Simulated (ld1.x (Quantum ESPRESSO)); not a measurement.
# Molybdenum: generating and testing a TM potential

Task: generate the file, and judge it by its errors in other configurations, its logarithmic derivatives, its ghosts and its cutoff.

The numbers are computed with ld1.x (Quantum ESPRESSO) 7.5 (BLYP, non-relativistic, spin-unpolarised reference atom).

2 further runs of the same task are left out: 2 that didn't finish.

## Step 1: Starting point

The settings as typed:

```
element                 : molybdenum (Mo, Z = 42)
type                    : norm-conserving Troullier–Martins (Kleinman–Bylander form)
frozen core             : [Ar] 3d10
valence charge          : 14
reference configuration : 4s2 4p6 4d5 5s0 5p0 (charge +1)
partial waves           : 4s (bound): rc 1.02 bohr; 4p (bound): rc 1.12 bohr; 4d (bound): rc 1.36 bohr; 4f channel at 0.3 Ry: rc 1.02 bohr
local potential         : all-electron potential smoothed inside 1.08 bohr (lloc = -1)
core correction         : not asked for
```

## Step 2: The generation run

Contents of Mo.in:

```
 &input
   title='Mo', zed=42., rel=0, dft='BLYP', iswitch=3,
   config='[Kr] 4d5 4f-2 5s0 5p0',
   nld=4, rlderiv=1.50, eminld=-7.0, emaxld=5.0, deld=0.02
 /
 &inputp
   pseudotype=2, tm=.true., lloc=-1, rcloc=1.08,
   nlcc=.false.,
   file_pseudopw='Mo.UPF', file_wfcaegen='ae.wfc', file_wfcncgen='nc.wfc', file_beta='beta', file_chi='chi'
 /
4
4S  1  0   2.00   0.00  1.02  1.02  0.0
4P  2  1   6.00   0.00  1.12  1.12  0.0
4D  3  2   5.00   0.00  1.36  1.36  0.0
4F  4  3  -2.00   0.30  1.02  1.02  0.0
 &test
   configts(1)='4s2 4p6 4d5 5s0 5p0'
 /
```

Launch:

```console
$ ld1.x < Mo.in > Mo.out
```

What the program wrote to Mo.out (without the banner and most projector matrices):

```text
     Program LD1 v.7.5
     --------------------------- All-electron run ----------------------------

     Mo

     atomic number is 42.00
     dft =BLYP   lsd =0 sic =0 latt =0  beta=0.20 tr2=1.0E-14
     Exchange-correlation= BLYP
                           (   1   3   1   3   0   0   0)
     mesh =1229 r(mesh) = 100.71859 a.u. xmin = -7.00 dx = 0.01250
     1 Ry =  13.60569312 eV

     n l     nl                  e(Ry)          e(Ha)          e(eV)
     1 0     1S 1( 2.00)     -1421.1380      -710.5690    -19335.5669
     2 0     2S 1( 2.00)      -197.7369       -98.8685     -2690.3478
     2 1     2P 1( 6.00)      -182.1917       -91.0958     -2478.8443
     3 0     3S 1( 2.00)       -33.9075       -16.9537      -461.3347
     3 1     3P 1( 6.00)       -27.9330       -13.9665      -380.0476
     4 0     4S 1( 2.00)        -4.9531        -2.4766       -67.3905
     4 1     4P 1( 6.00)        -3.2597        -1.6298       -44.3503
     3 2     3D 1(10.00)       -16.9787        -8.4893      -231.0065
     4 2     4D 1( 5.00)        -0.7730        -0.3865       -10.5171
     5 0     5S 1( 0.00)        -0.6989        -0.3495        -9.5095
     5 1     5P 1( 0.00)        -0.4341        -0.2170        -5.9056

     final scf error:  5.9E-15 reached in  28 iterations

     Etot =   -7954.471797 Ry,   -3977.235899 Ha, -108226.102227 eV

     Ekin =    7951.077175 Ry,    3975.538588 Ha,  108179.916043 eV
     Encl =  -18920.377175 Ry,   -9460.188587 Ha, -257424.845614 eV
     Eh   =    3257.990695 Ry,    1628.995347 Ha,   44327.221587 eV
     Exc  =    -243.162492 Ry,    -121.581246 Ha,   -3308.394242 eV

     normalization and overlap integrals

     s(1S/1S) =  1.000000  <r> =   0.0363  <r2> =    0.0018  r(max) =   0.0241
     s(2S/2S) =  1.000000  <r> =   0.1587  <r2> =    0.0296  r(max) =   0.1336
     s(2P/2P) =  1.000000  <r> =   0.1360  <r2> =    0.0225  r(max) =   0.1054
     s(3S/3S) =  1.000000  <r> =   0.4410  <r2> =    0.2225  r(max) =   0.3965
     s(3P/3P) =  1.000000  <r> =   0.4359  <r2> =    0.2209  r(max) =   0.3819
     s(4S/4S) =  1.000000  <r> =   1.1356  <r2> =    1.4632  r(max) =   1.0124
     s(4P/4P) =  1.000000  <r> =   1.2491  <r2> =    1.7921  r(max) =   1.0777
     s(3D/3D) =  1.000000  <r> =   0.4146  <r2> =    0.2065  r(max) =   0.3206
     s(4D/4D) =  1.000000  <r> =   1.8821  <r2> =    4.3558  r(max) =   1.3666
     s(5S/5S) =  1.000000  <r> =   3.3582  <r2> =   12.7727  r(max) =   2.8931
     s(5P/5P) =  1.000000  <r> =   4.2163  <r2> =   20.2376  r(max) =   3.5781

     ------------------------ End of All-electron run ------------------------

     --------------------- Generating NC pseudopotential ---------------------

      Generating local potential from pseudized AE potential:
      Matching radius rcloc =   1.0800

      Local pseudo, rcloc= 1.091 Estimated cut-off energy=    20.56 Ry

      Wfc   4S  rcut= 1.012  Using Troullier-Martins method

      Wfc   4P  rcut= 1.119  Using Troullier-Martins method

      Wfc   4D  rcut= 1.367  Using Troullier-Martins method

      Wfc   4F  rcut= 1.012  Using Troullier-Martins method

     ------------------- End of pseudopotential generation -------------------

     [... the all-electron block is printed once more ...]


     Computing logarithmic derivative in   1.50095
     Message from routine run_pseudo:
     Warning: convergence not achieved

       Warning: n=2, l=0 expected 1 nodes, found 2
       Setting wfc to zero for this iteration
       (This warning will only be printed once per wavefunction)

     Computing logarithmic derivative in   1.50095
     Computing the partial wave expansion
     R is outside the sphere for l=    0 j= 0.00
     R is outside the sphere for l=    1 j= 0.00
     R is outside the sphere for l=    2 j= 0.00
     R is outside the sphere for l=    3 j= 0.00

     ---------------------- Testing the pseudopotential ----------------------

     Mo

     atomic number is 42.00   valence charge is 14.00
     dft =BLYP   lsd =0 sic =0 latt =0  beta=0.20 tr2=1.0E-14
     mesh =1229 r(mesh) = 100.71859 xmin = -7.00 dx = 0.01250

     n l     nl             e AE (Ry)        e PS (Ry)    De AE-PS (Ry)
     1 0     4S   1( 2.00)       -4.95311       -4.95311       -0.00000
     2 1     4P   1( 6.00)       -3.25969       -3.25969       -0.00000
     3 2     4D   1( 5.00)       -0.77299       -0.77299       -0.00000
     2 0     5S   1( 0.00)       -0.69893       -0.69893        0.00000
     3 1     5P   1( 0.00)       -0.43405       -0.43666        0.00260

     eps = 6.3E-11  iter =201

     Etot =   -7954.471797 Ry,   -3977.235899 Ha, -108226.102227 eV
     Etotps =  -133.822297 Ry,     -66.911149 Ha,   -1820.745107 eV

     Ekin =      45.192115 Ry,      22.596058 Ha,     614.870050 eV
     Encl =    -291.344749 Ry,    -145.672375 Ha,   -3963.947253 eV
     Ehrt =     104.909467 Ry,      52.454734 Ha,    1427.366014 eV
     Ecxc =     -14.960285 Ry,      -7.480142 Ha,    -203.545045 eV
     Epseu=      22.381155 Ry,      11.190577 Ha,     304.511126 eV

     ---------------------- End of pseudopotential test ----------------------
```

Wall time 4.5 s (1 thread, shared host). This counts the later configuration tests of the new file too.

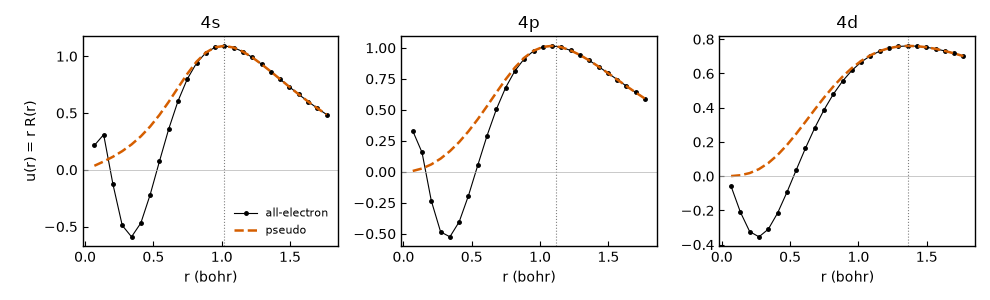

Bound waves of the atom and their pseudo partners (4s, 4p, 4d), with the matching radii dotted. The curves join 26 sampled radii, too few to resolve the innermost nodes.

## Step 3: Configuration tests

Contents of Mo.test.in:

```
 &input
   title='Mo', zed=42., rel=0, dft='BLYP', iswitch=2,
   config='[Kr] 4d5 4f-2 5s0 5p0'
 /
 &test
   file_pseudo='Mo.UPF', nconf=8,
   configts(1)='4s2 4p6 4d5 5s0 5p0',
   configts(2)='4s2 4p6 4d5 5s1 5p0',
   configts(3)='4s2 4p6 4d4 5s0 5p0',
   configts(4)='4s2 4p6 4d3 5s0 5p0',
   configts(5)='4s2 4p6 4d4 5s1 5p1',
   configts(6)='4s2 4p6 4d6 5s0 5p0',
   configts(7)='4s2 4p6 4d2 5s0 5p0',
   configts(8)='4s2 4p6 4d5.5 5s0.5 5p0'
 /
```

Launch:

```console
$ ld1.x < Mo.test.in > Mo.test.out
```

Mo.test.out, the pseudopotential blocks, each with the warnings that came before it:

```text
     Warning: convergence not achieved
     Warning: n=2, l=0 expected 1 nodes, found 2
     ---------------------- Testing the pseudopotential ----------------------

     Mo

     atomic number is 42.00   valence charge is 14.00
     dft =BLYP   lsd =0 sic =0 latt =0  beta=0.20 tr2=1.0E-14
     mesh =1229 r(mesh) = 100.71859 xmin = -7.00 dx = 0.01250

     n l     nl             e AE (Ry)        e PS (Ry)    De AE-PS (Ry)
     1 0     4S   1( 2.00)       -4.95311       -4.95311       -0.00000
     2 1     4P   1( 6.00)       -3.25969       -3.25969       -0.00000
     3 2     4D   1( 5.00)       -0.77299       -0.77299       -0.00000
     2 0     5S   1( 0.00)       -0.69893       -0.69893        0.00000
     3 1     5P   1( 0.00)       -0.43405       -0.43666        0.00260

     eps = 3.6E-11  iter =201

     Etot =   -7954.471800 Ry,   -3977.235900 Ha, -108226.102263 eV
     Etotps =  -133.822297 Ry,     -66.911149 Ha,   -1820.745107 eV

     Ekin =      45.192115 Ry,      22.596058 Ha,     614.870050 eV
     Encl =    -291.344749 Ry,    -145.672375 Ha,   -3963.947253 eV
     Ehrt =     104.909467 Ry,      52.454734 Ha,    1427.366014 eV
     Ecxc =     -14.960285 Ry,      -7.480142 Ha,    -203.545045 eV
     Epseu=      22.381155 Ry,      11.190577 Ha,     304.511126 eV

     ---------------------- End of pseudopotential test ----------------------

     Warning: convergence not achieved
     Warning: n=3, l=2 expected 0 nodes, found 1
     ---------------------- Testing the pseudopotential ----------------------

     Mo

     [...]
     n l     nl             e AE (Ry)        e PS (Ry)    De AE-PS (Ry)
     1 0     4S   1( 2.00)       -4.45688       -4.95311        0.49624  !
     2 1     4P   1( 6.00)       -2.76192       -3.25969        0.49777  !
     3 2     4D   1( 5.00)       -0.28443       -0.77299        0.48857  !
     2 0     5S   1( 1.00)       -0.27668       -0.27668        0.00000
     3 1     5P   1( 0.00)       -0.07362       -0.06144       -0.01217  !

     eps = 1.3E-10  iter =201

     Etot =   -7954.954609 Ry,   -3977.477305 Ha, -108232.671219 eV
     Etotps =  -134.098979 Ry,     -67.049490 Ha,   -1824.509559 eV
     dEtot_ae =      -0.482809 Ry
     dEtot_ps =      -0.276682 Ry,   Delta E=      -0.206127 Ry

     [...]
     ---------------------- End of pseudopotential test ----------------------

     Warning: convergence not achieved
     ---------------------- Testing the pseudopotential ----------------------

     Mo

     [...]
     n l     nl             e AE (Ry)        e PS (Ry)    De AE-PS (Ry)
     1 0     4S   1( 2.00)       -5.81183       -5.81070       -0.00113
     2 1     4P   1( 6.00)       -4.10654       -4.10566       -0.00088
     3 2     4D   1( 4.00)       -1.54635       -1.54596       -0.00039
     2 0     5S   1( 0.00)       -1.27611       -1.27611        0.00000
     3 1     5P   1( 0.00)       -0.93718       -0.94276        0.00558  !

     eps = 2.0E-10  iter =201

     Etot =   -7953.323714 Ry,   -3976.661857 Ha, -108210.481763 eV
     Etotps =  -132.674364 Ry,     -66.337182 Ha,   -1805.126688 eV
     dEtot_ae =       1.148086 Ry
     dEtot_ps =       1.147933 Ry,   Delta E=       0.000153 Ry

     [...]
     ---------------------- End of pseudopotential test ----------------------

     Warning: convergence not achieved
     ---------------------- Testing the pseudopotential ----------------------

     Mo

     [...]
     n l     nl             e AE (Ry)        e PS (Ry)    De AE-PS (Ry)
     1 0     4S   1( 2.00)       -6.80745       -6.80396       -0.00349
     2 1     4P   1( 6.00)       -5.08431       -5.08148       -0.00284
     3 2     4D   1( 3.00)       -2.44139       -2.43988       -0.00151
     2 0     5S   1( 0.00)       -1.93490       -1.93490        0.00000
     3 1     5P   1( 0.00)       -1.52874       -1.53896        0.01023  !

     eps = 7.2E-11  iter =201

     Etot =   -7951.338728 Ry,   -3975.669364 Ha, -108183.474655 eV
     Etotps =  -130.690254 Ry,     -65.345127 Ha,   -1778.131496 eV
     dEtot_ae =       3.133071 Ry
     dEtot_ps =       3.132043 Ry,   Delta E=       0.001029 Ry

     [...]
     ---------------------- End of pseudopotential test ----------------------

     Warning: convergence not achieved
     Warning: n=3, l=1 expected 1 nodes, found 0
     ---------------------- Testing the pseudopotential ----------------------

     Mo

     [...]
     n l     nl             e AE (Ry)        e PS (Ry)    De AE-PS (Ry)
     1 0     4S   1( 2.00)       -4.76635       -5.81070        1.04435  !
     2 1     4P   1( 6.00)       -3.06189       -4.10566        1.04377  !
     3 2     4D   1( 4.00)       -0.52604       -1.54596        1.01993  !
     2 0     5S   1( 1.00)       -0.39293       -0.39293        0.00000
     3 1     5P   1( 1.00)       -0.14572       -0.00000       -0.14572  !

     eps = 4.4E-10  iter =201

     Etot =   -7954.661418 Ry,   -3977.330709 Ha, -108228.682153 eV
     Etotps =  -133.067299 Ry,     -66.533649 Ha,   -1810.472834 eV
     dEtot_ae =      -0.189618 Ry
     dEtot_ps =       0.754998 Ry,   Delta E=      -0.944617 Ry

     [...]
     ---------------------- End of pseudopotential test ----------------------

     Warning: convergence not achieved
     ---------------------- Testing the pseudopotential ----------------------

     Mo

     [...]
     n l     nl             e AE (Ry)        e PS (Ry)    De AE-PS (Ry)
     1 0     4S   1( 2.00)       -4.29102       -4.29130        0.00028
     2 1     4P   1( 6.00)       -2.60255       -2.60275        0.00020
     3 2     4D   1( 6.00)       -0.16819       -0.16822        0.00004
     2 0     5S   1( 0.00)       -0.23016       -0.23016        0.00000
     3 1     5P   1( 0.00)       -0.05131       -0.05207        0.00076

     eps = 2.7E-11  iter =201

     Etot =   -7954.925236 Ry,   -3977.462618 Ha, -108232.271584 eV
     Etotps =  -134.275770 Ry,     -67.137885 Ha,   -1826.914924 eV
     dEtot_ae =      -0.453437 Ry
     dEtot_ps =      -0.453473 Ry,   Delta E=       0.000036 Ry

     [...]
     ---------------------- End of pseudopotential test ----------------------

     Warning: convergence not achieved
     ---------------------- Testing the pseudopotential ----------------------

     Mo

     [...]
     n l     nl             e AE (Ry)        e PS (Ry)    De AE-PS (Ry)
     1 0     4S   1( 2.00)       -7.90767       -7.90017       -0.00750  !
     2 1     4P   1( 6.00)       -6.16207       -6.15568       -0.00638  !
     3 2     4D   1( 2.00)       -3.43313       -3.42927       -0.00385
     2 0     5S   1( 0.00)       -2.66179       -2.66179        0.00000
     3 1     5P   1( 0.00)       -2.19388       -2.21102        0.01715  !

     eps = 1.9E-10  iter =201

     Etot =   -7948.408795 Ry,   -3974.204398 Ha, -108143.610887 eV
     Etotps =  -127.762876 Ry,     -63.881438 Ha,   -1738.302484 eV
     dEtot_ae =       6.063004 Ry
     dEtot_ps =       6.059421 Ry,   Delta E=       0.003583 Ry

     [...]
     ---------------------- End of pseudopotential test ----------------------

     Warning: convergence not achieved
     ---------------------- Testing the pseudopotential ----------------------

     Mo

     [...]
     n l     nl             e AE (Ry)        e PS (Ry)    De AE-PS (Ry)
     1 0     4S   1( 2.00)       -4.36717       -4.59201        0.22484  !
     2 1     4P   1( 6.00)       -2.67580       -2.90187        0.22607  !
     3 2     4D   1( 5.50)       -0.22111       -0.44497        0.22386  !
     2 0     5S   1( 0.50)       -0.25162       -0.25162        0.00000
     3 1     5P   1( 0.00)       -0.06137       -0.05131       -0.01007  !

     eps = 1.4E-09  iter =201

     Etot =   -7954.948638 Ry,   -3977.474319 Ha, -108232.589971 eV
     Etotps =  -134.250713 Ry,     -67.125357 Ha,   -1826.574006 eV
     dEtot_ae =      -0.476838 Ry
     dEtot_ps =      -0.428416 Ry,   Delta E=      -0.048422 Ry

     [...]
     ---------------------- End of pseudopotential test ----------------------
```

3 tests gave no usable energy difference (4s2 4p6 4d5 5s1 5p0; 4s2 4p6 4d4 5s1 5p1; 4s2 4p6 4d5.5 5s0.5 5p0).

The tests as a table, with energies relative to 4s2 4p6 4d5 5s0 5p0. A star marks tests that logged a warning.

| valence configuration | charge | ΔE all-electron (eV) | error AE − PS (meV) |
| --- | --- | --- | --- |
| 4s2 4p6 4d4 5s0 5p0 * | +2 | 15.621 | +2.1 |
| 4s2 4p6 4d3 5s0 5p0 * | +3 | 42.628 | +14 |
| 4s2 4p6 4d6 5s0 5p0 * | 0 | -6.169 | +0.5 |
| 4s2 4p6 4d2 5s0 5p0 * | +4 | 82.491 | +49 |

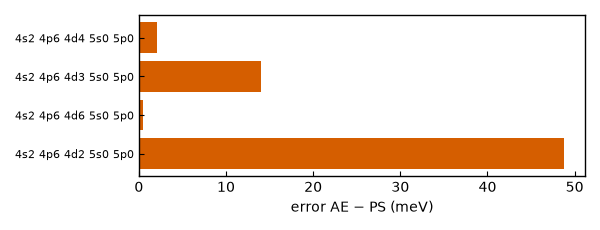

Error of the potential in each test configuration.

## Step 4: Logarithmic derivatives

Taken from the files of the generation run. The phase is arctan(r·u′/u) with u = r·R, unwrapped, with energies in Ry. A pole is an energy at which the radial function vanishes at the test radius. The pseudo phase is shifted by a multiple of π to meet the all-electron one at the reference energy. Levels narrower than the energy grid can be missing from the poles. The last column is the largest difference on the grid between −1 and +1 Ry.

| channel | radius (bohr) | reference (Ry) | poles AE | poles PS | window around the reference with phases within 0.05 rad (Ry) | largest difference near zero (rad) |
| --- | --- | --- | --- | --- | --- | --- |
| s | 1.50 | -4.95 | -2.23 | -3.14, -1.64 | below -3.3 | 3.115 |
| p | 1.50 | -3.26 | 0.12 | -0.00 | below 4.0 | 0.010 |
| d | 1.50 | -0.77 | 4.18 | 3.97 | the whole range | 0.004 |
| f | 1.50 | 0.30 | none | none | the whole range | 0.000 |

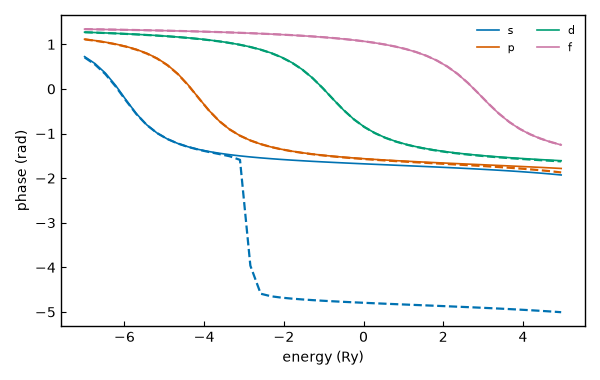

Phases by channel: all-electron solid, pseudo dashed.

## Step 5: Plane-wave convergence, by spherical Bessel functions

This step uses the generator's waves and projectors in a separate script. Basis: spherical Bessel functions vanishing at 20 bohr, q² up to the cutoff; potential fixed at the reference.

All-electron valence levels (Ry): 4s -4.9531, 5s -0.6989, 4p -3.2597, 5p -0.4340, 4d -0.7730. The lowest levels of each channel (Ry) by cutoff; the last column sums, over occupied levels, occupation times the distance from the level at 400 Ry. A positive value at high cutoff is not a bound level.

```csv
cutoff (Ry),s #1,s #2,s #3,p #1,p #2,d #1,f #1,Σ f·Δε (mRy)
8,-4.5963,-0.7143,-0.2127,-2.6575,-0.3768,-0.4096,-0.0628,6143.5
15,-4.6358,-0.7299,-0.2175,-3.1794,-0.4287,-0.5910,-0.0629,2026.5
21,-4.7593,-0.7301,-0.2177,-3.2101,-0.4346,-0.7014,-0.0629,1042.9
35,-4.9089,-0.7315,-0.2192,-3.2277,-0.4354,-0.7640,-0.0629,325.3
50,-4.9356,-0.9637,-0.5571,-3.2520,-0.4362,-0.7723,-0.0629,84.5
60,-4.9361,-1.7142,-0.6568,-3.2570,-0.4363,-0.7728,-0.0629,51.0
90,-4.9490,-2.7480,-0.6715,-3.2583,-0.4365,-0.7730,-0.0629,16.7
100,-4.9508,-2.8111,-0.6719,-3.2589,-0.4365,-0.7730,-0.0629,9.7
120,-4.9513,-2.8454,-0.6722,-3.2595,-0.4366,-0.7730,-0.0629,4.8
160,-4.9524,-2.8476,-0.6723,-3.2596,-0.4366,-0.7730,-0.0629,1.8
180,-4.9529,-2.8483,-0.6724,-3.2596,-0.4367,-0.7730,-0.0629,0.7
230,-4.9530,-2.8486,-0.6724,-3.2597,-0.4367,-0.7730,-0.0629,0.3
400,-4.9531,-2.8491,-0.6724,-3.2597,-0.4367,-0.7730,-0.0629,0.0
```

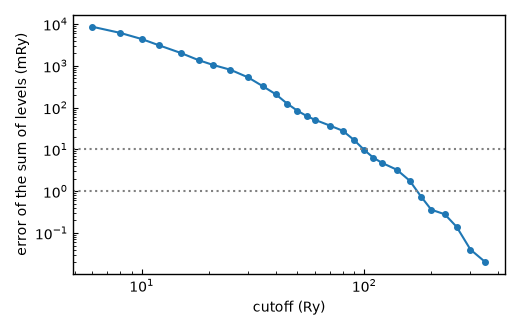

Occupation-weighted error of the valence levels against the cutoff; the dotted lines mark 10 and 1 mRy.

The sum stays within 10 mRy from 100 Ry and within 1 mRy from 180 Ry. The sum leaves out empty levels, which can need more. Ghost test: ghost state, bound below the all-electron valence or empty levels of the same l: s at -38.8 eV.

## Step 6: Results

| quantity | value |
| --- | --- |
| cutoffs for 10 and 1 mRy, occupied levels | 100 Ry and 180 Ry |
| bound ghosts | s at -38.76 eV |
| largest test error (AE − PS) | +49 meV, for 4s2 4p6 4d2 5s0 5p0 (one of 8 tests with a warning) (3 tests unsolved) |
| largest phase difference near zero energy, channels read | 3.115 rad |

**Reading.** It has a bound ghost (s), a state that the atom doesn't have, and that rules the file out. The worst unpolarised test, 4s2 4p6 4d2 5s0 5p0, is off by 49 meV on 82.5 eV; by total energies transferability rates as fair where solved. That test lies far up in energy; among those under 40 eV, nearer to bonding, the largest error is 2.1 meV. Of the tests 3 gave no usable energy difference, which is a warning in itself. The potential is hard: the looser tolerance needs 100 Ry. The slowest occupied level is 4s: taken alone it needs 160 Ry to come within 1 mRy, against 100 Ry for 4p. Of the channels read, s scatters worst near zero energy, by up to 3.12 rad. A step near π is an extra or missing state, not a misfit of shape. The pseudo curves have a pole with no partner nearby in the atom's: s at -3.14 Ry. All of this concerns the isolated atom, not yet a solid.
